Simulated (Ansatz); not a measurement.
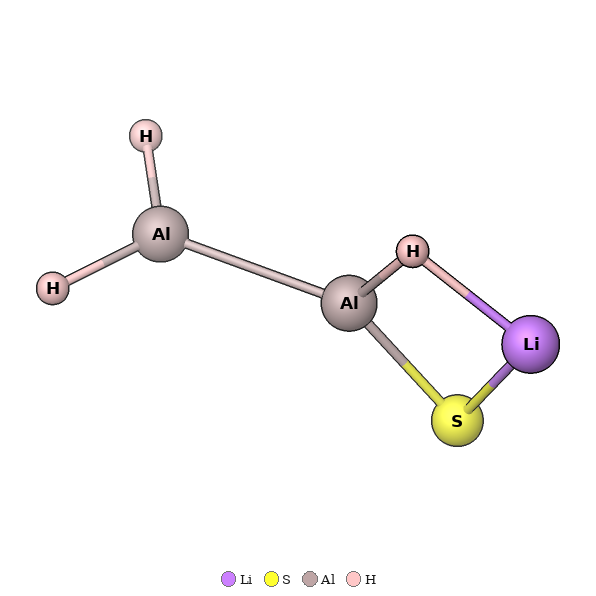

Atoms fade into the background with distance from the viewer. The computed structure is the end point of a PBE0-D4/def2-TZVP optimisation. No frequency run is at hand to confirm it as a minimum.

Q: Which symmetry elements does this geometry have?

A: It has 1 mirror plane, so the point group is Cs. The group has 2 operations. The geometry is achiral, and symmetry allows a dipole moment.
